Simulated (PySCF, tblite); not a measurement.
# C5H6F3N: a rotation path, then NMR shifts on frames

How do NMR shifts of C5H6F3N (`CC(C)(C#N)C(F)(F)F`) change as the atoms move?

Programs: tblite 0.8.0 and PySCF 2.14.0, with density-fitted response routines of our own. Each step states its level of theory. These are calculated values for one molecule in the gas phase, unless marked as measured. Atoms count from 0, in the outputs and in this text.

## Step 1: Starting geometry

15 atoms, charge 0, multiplicity 1; geometry from: GFN2-xTB.

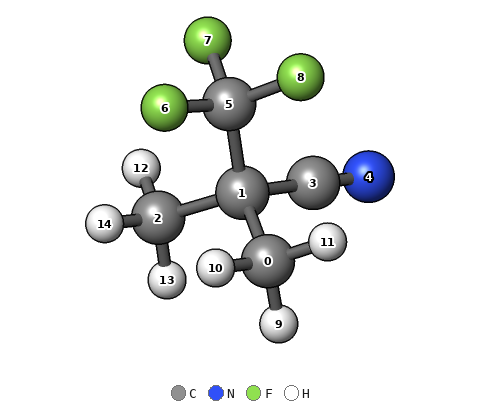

The starting geometry (carbon grey, nitrogen blue, fluorine green, hydrogen white), atoms numbered.

## Step 2: The rotation path with GFN2-xTB

What the job is given:

```
{"job": {"kind": "neb", "xc": "GFN2-xTB", "basis": "xTB", "atoms": [3, 1, 5, 8], "turn": 120}, "charge": 0, "multiplicity": 1}
C     -0.837786    -1.190936    -0.362362
C     -0.039893    -0.012732     0.211136
C      1.473401    -0.250755     0.127400
C     -0.420981     0.201279     1.597422
N     -0.712794     0.348421     2.690500
C     -0.391068     1.260166    -0.575189
F     -0.068132     1.140419    -1.871898
F      0.256743     2.339452    -0.119657
F     -1.698512     1.544523    -0.533285
H     -0.612310    -2.094456     0.198484
H     -0.568731    -1.344982    -1.405155
H     -1.906875    -0.997809    -0.298609
H      2.018706     0.596804     0.538005
H      1.736394    -1.141647     0.692080
H      1.767425    -0.389756    -0.910784
```

Level: GFN2-xTB climbing-image nudged elastic band, gas phase.

Launch:

```console
> OMP_NUM_THREADS=1 python probes_run.py task.json out
```

The driver reads the jobs from task.json and runs them one after another.

Output:

```text
image   E - E0 / eV
  0      -0.0000
  1       0.0267
  2       0.0856
  3       0.1386
  4       0.1584
  5       0.1367
  6       0.0826
  7       0.0247
  8      -0.0000
```

Run time: 2.3 s. Hardware: 1 thread of Arm Neoverse V2, shared host; peak memory 0.19 GiB.

The final band, with the dihedral C3–C1–C5–F8:

| image | dihedral (°) | energy (eV) | energy (kcal/mol) |
| --- | --- | --- | --- |
| 0 | -60 | 0.000 | 0.0 |
| 1 | -45 | 0.027 | 0.6 |
| 2 | -30 | 0.086 | 2.0 |
| 3 | -15 | 0.139 | 3.2 |
| 4 | 0 | 0.158 | 3.7 |
| 5 | 16 | 0.137 | 3.2 |
| 6 | 31 | 0.083 | 1.9 |
| 7 | 46 | 0.025 | 0.6 |
| 8 | 60 | 0.000 | 0.0 |

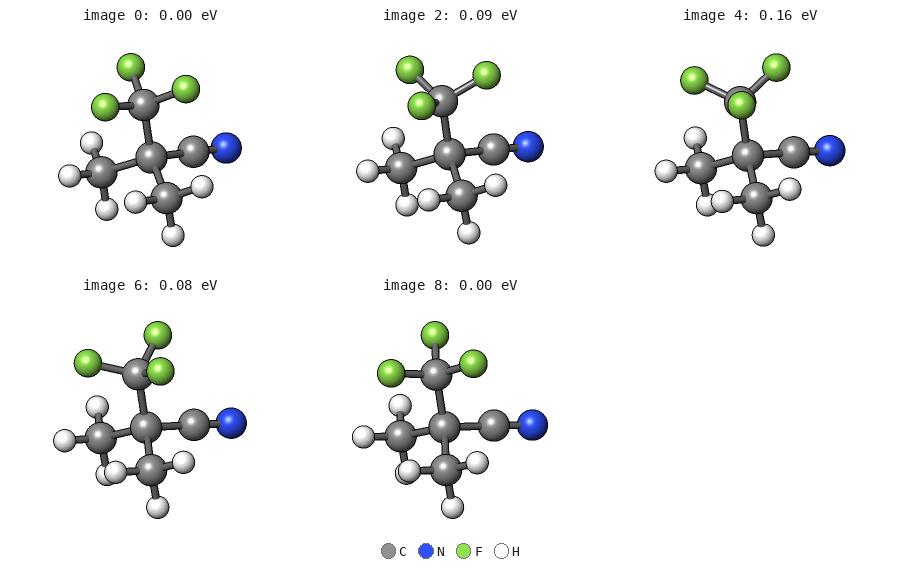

Images along the band.

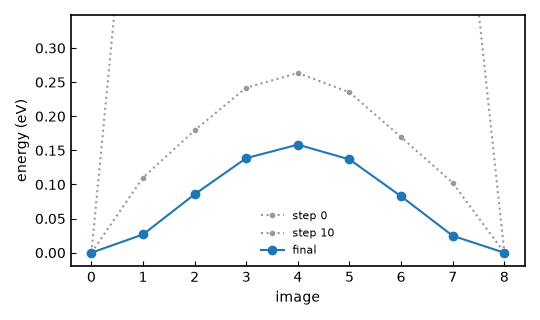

Energy along the band, early and final.

## Step 3: Nuclear shieldings: image 0, PBE0/pcSseg-1

What the job is given:

```
{"job": {"kind": "nmr", "xc": "PBE0", "basis": "pcSseg-1", "pop": false}, "charge": 0, "multiplicity": 1}
C     -0.837800    -1.190900    -0.362400
C     -0.039900    -0.012700     0.211100
C      1.473400    -0.250800     0.127400
C     -0.421000     0.201300     1.597400
N     -0.712800     0.348400     2.690500
C     -0.391100     1.260200    -0.575200
F     -0.068100     1.140400    -1.871900
F      0.256700     2.339500    -0.119700
F     -1.698500     1.544500    -0.533300
H     -0.612300    -2.094500     0.198500
H     -0.568700    -1.345000    -1.405200
H     -1.906900    -0.997800    -0.298600
H      2.018700     0.596800     0.538000
H      1.736400    -1.141600     0.692100
H      1.767400    -0.389800    -0.910800
```

Method: GIAO PBE0/pcSseg-1 NMR shielding, non-relativistic, gas phase.

Output:

```text
coarse grid: 13472 points
cycle   1  E = -547.5481581454  dE =  1.354e+00  |g| = 9.858e-01  |ddm| = 3.396e+00
cycle   2  E = -547.2071783424  dE =  3.410e-01  |g| = 1.715e+00  |ddm| = 1.693e+00
cycle   3  E = -547.7099531032  dE = -5.028e-01  |g| = 2.829e-01  |ddm| = 1.235e+00
cycle   4  E = -547.7254801149  dE = -1.553e-02  |g| = 8.963e-02  |ddm| = 2.256e-01
cycle   5  E = -547.7270295476  dE = -1.549e-03  |g| = 2.171e-02  |ddm| = 7.319e-02
cycle   6  E = -547.7271265435  dE = -9.700e-05  |g| = 3.525e-03  |ddm| = 1.810e-02
cycle   7  E = -547.7271292322  dE = -2.689e-06  |g| = 7.270e-04  |ddm| = 3.941e-03
final grid: 134080 points
cycle   8  E = -547.7996912444  dE = -5.484e-05  |g| = 8.040e-03  |ddm| = 3.318e-02
cycle   9  E = -547.7996845502  dE =  6.694e-06  |g| = 1.024e-02  |ddm| = 1.377e-02
cycle  10  E = -547.7997055494  dE = -2.100e-05  |g| = 1.293e-03  |ddm| = 7.353e-03
cycle  11  E = -547.7997057765  dE = -2.271e-07  |g| = 6.413e-04  |ddm| = 1.224e-03
cycle  12  E = -547.7997058540  dE = -7.751e-08  |g| = 2.036e-04  |ddm| = 4.976e-04
cycle  13  E = -547.7997058620  dE = -7.941e-09  |g| = 3.957e-05  |ddm| = 1.413e-04
cycle  14  E = -547.7997058623  dE = -3.217e-10  |g| = 7.547e-06  |ddm| = 3.821e-05
converged SCF energy = -547.7997058623

GIAO shielding tensors (ppm)
atom      isotropic    diamagn.    paramagn.     s11        s22        s33       span
  0 C      163.599     245.347     -81.748    150.611    152.135    188.050     37.439
  1 C      148.234     248.769    -100.535    141.881    141.957    160.864     18.982
  2 C      163.616     245.344     -81.728    150.586    152.202    188.060     37.474
  3 C       63.190     261.323    -198.133    -56.484    -49.857    295.912    352.396
  4 N      -38.562     340.144    -378.706   -214.173   -189.993    288.479    502.652
  5 C       51.370     241.765    -190.394     46.867     52.080     55.165      8.298
  6 F      268.852     473.724    -204.873    187.972    276.487    342.096    154.125
  7 F      260.694     472.777    -212.083    176.802    266.042    339.238    162.437
  8 F      260.721     472.774    -212.053    176.872    266.045    339.246    162.374
  9 H       30.259      29.420       0.840     26.301     28.045     36.432     10.131
 10 H       30.261      29.629       0.632     26.012     28.543     36.229     10.217
 11 H       29.778      29.118       0.659     25.315     28.262     35.757     10.442
 12 H       29.779      29.118       0.661     25.322     28.250     35.764     10.442
 13 H       30.265      29.425       0.839     26.302     28.055     36.437     10.135
 14 H       30.259      29.627       0.632     26.003     28.551     36.223     10.220
```

Run time: 20 s. Hardware: 1 thread of Arm Neoverse V2, shared host; peak memory 0.99 GiB.

The references, computed at this level on geometries of the same kind, shield at (ppm): ¹H TMS 31.72, ¹³C TMS 186.9, ¹⁹F CFCl3 170.9, ¹⁵N NH3 267.7. Their shielding less the atom's gives the shift. The references are single molecules in the gas phase, so shifts against H2O, NH3, PH3, H3PO4 or CFCl3 are not on the usual liquid scales and can be off by tens of ppm. Each atom is listed at this fixed geometry, with no averaging over motion; a spectrum would average atoms that exchange fast.

| atoms | environment | σ (ppm) | δ (ppm) |
| --- | --- | --- | --- |
| C5 | CF3 carbon | 51.4 | 135.6 |
| C3 | nitrile carbon | 63.2 | 123.7 |
| C1 | quaternary sp3 carbon α to a nitrile | 148.2 | 38.7 |
| C0 | methyl carbon | 163.6 | 23.3 |
| C2 | methyl carbon | 163.6 | 23.3 |
| H11 | hydrogen on a methyl carbon | 29.78 | 1.94 |
| H12 | hydrogen on a methyl carbon | 29.78 | 1.94 |
| H14 | hydrogen on a methyl carbon | 30.26 | 1.46 |
| H9 | hydrogen on a methyl carbon | 30.26 | 1.46 |
| H10 | hydrogen on a methyl carbon | 30.26 | 1.46 |
| H13 | hydrogen on a methyl carbon | 30.26 | 1.45 |
| N4 | nitrile nitrogen | -38.6 | 306.3 |
| F7 | fluorine of a CF3 group | 260.7 | -89.7 |
| F8 | fluorine of a CF3 group | 260.7 | -89.8 |
| F6 | fluorine of a CF3 group | 268.9 | -97.9 |

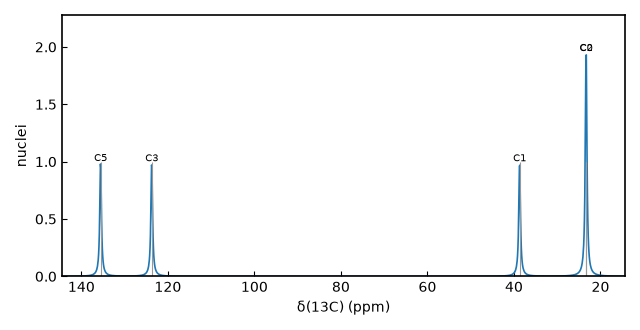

¹³C lines at the computed shifts, without couplings. Lines are broadened to a width of 0.45 ppm (Lorentzian).

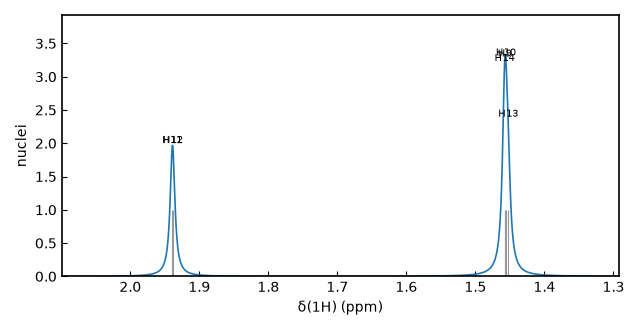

¹H lines at the computed shifts, without couplings. Lines are broadened to a width of 0.01 ppm (Lorentzian).

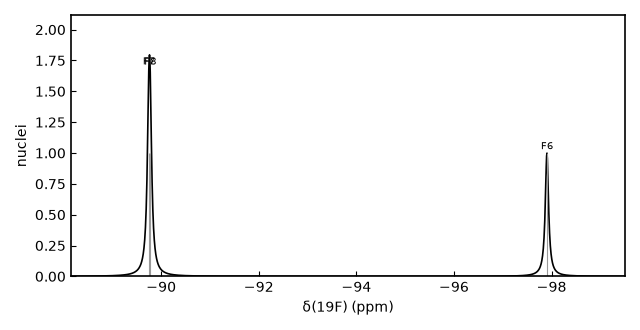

¹⁹F lines at the computed shifts, without couplings. Lines are broadened to a width of 0.08 ppm (Lorentzian).

## Step 4: Nuclear shieldings: image 2, PBE0/pcSseg-1

What the job is given:

```
{"job": {"kind": "nmr", "xc": "PBE0", "basis": "pcSseg-1", "pop": false}, "charge": 0, "multiplicity": 1}
C     -0.777600    -1.213700    -0.417500
C     -0.045900    -0.013500     0.201500
C      1.474900    -0.219700     0.198900
C     -0.500300     0.164100     1.572300
N     -0.855700     0.279600     2.650300
C     -0.405100     1.270000    -0.582000
F     -0.638400     1.027900    -1.879800
F      0.571200     2.185900    -0.546800
F     -1.505700     1.867900    -0.108500
H     -0.565600    -2.111300     0.158600
H     -0.435000    -1.361800    -1.439500
H     -1.853500    -1.051300    -0.426600
H      1.978000     0.634700     0.647600
H      1.724500    -1.109400     0.771900
H      1.829800    -0.341400    -0.822400
```

Method: GIAO PBE0/pcSseg-1 NMR shielding, non-relativistic, gas phase.

Output:

```text
coarse grid: 13472 points
cycle   1  E = -547.5406762549  dE =  1.351e+00  |g| = 9.919e-01  |ddm| = 3.396e+00
cycle   2  E = -547.1916086925  dE =  3.491e-01  |g| = 1.732e+00  |ddm| = 1.713e+00
cycle   3  E = -547.7051124756  dE = -5.135e-01  |g| = 2.832e-01  |ddm| = 1.244e+00
cycle   4  E = -547.7206442829  dE = -1.553e-02  |g| = 9.062e-02  |ddm| = 2.263e-01
cycle   5  E = -547.7222297030  dE = -1.585e-03  |g| = 2.192e-02  |ddm| = 7.375e-02
cycle   6  E = -547.7223287667  dE = -9.906e-05  |g| = 3.538e-03  |ddm| = 1.813e-02
cycle   7  E = -547.7223314608  dE = -2.694e-06  |g| = 7.578e-04  |ddm| = 3.968e-03
final grid: 134080 points
cycle   8  E = -547.7949776645  dE = -5.908e-05  |g| = 7.986e-03  |ddm| = 3.240e-02
cycle   9  E = -547.7949712816  dE =  6.383e-06  |g| = 1.008e-02  |ddm| = 1.361e-02
cycle  10  E = -547.7949920292  dE = -2.075e-05  |g| = 1.354e-03  |ddm| = 7.351e-03
cycle  11  E = -547.7949922795  dE = -2.503e-07  |g| = 6.615e-04  |ddm| = 1.267e-03
cycle  12  E = -547.7949923625  dE = -8.299e-08  |g| = 2.064e-04  |ddm| = 5.140e-04
cycle  13  E = -547.7949923706  dE = -8.029e-09  |g| = 4.096e-05  |ddm| = 1.384e-04
cycle  14  E = -547.7949923709  dE = -3.483e-10  |g| = 7.399e-06  |ddm| = 3.933e-05
converged SCF energy = -547.7949923709

GIAO shielding tensors (ppm)
atom      isotropic    diamagn.    paramagn.     s11        s22        s33       span
  0 C      162.126     245.269     -83.143    148.390    153.208    184.781     36.391
  1 C      147.343     248.853    -101.509    137.229    141.541    163.260     26.031
  2 C      162.265     245.230     -82.965    147.968    154.070    184.759     36.791
  3 C       63.232     261.516    -198.284    -56.244    -51.008    296.947    353.191
  4 N      -39.138     340.169    -379.307   -209.959   -189.738    282.281    492.240
  5 C       52.034     240.265    -188.231     47.846     53.841     54.415      6.569
  6 F      260.429     473.273    -212.844    184.205    266.294    330.788    146.583
  7 F      254.638     472.994    -218.356    174.850    259.727    329.336    154.486
  8 F      248.596     471.976    -223.380    171.276    244.016    330.496    159.220
  9 H       30.233      29.417       0.817     26.249     28.067     36.383     10.134
 10 H       30.147      29.754       0.393     26.023     28.432     35.985      9.962
 11 H       29.865      29.072       0.794     25.780     27.856     35.959     10.179
 12 H       29.673      29.242       0.431     25.287     28.274     35.459     10.172
 13 H       30.271      29.389       0.882     26.253     28.142     36.418     10.165
 14 H       30.386      29.601       0.786     26.571     28.078     36.510      9.939
```

Wall time 20 s (1 thread of Arm Neoverse V2, shared host); peak memory 0.9 GiB.

Key values: δ C5 134.9, C3 123.7, C1 39.6, C0 24.8, H12 2.04, H11 1.85 ppm.

[end of part 1 of 2]
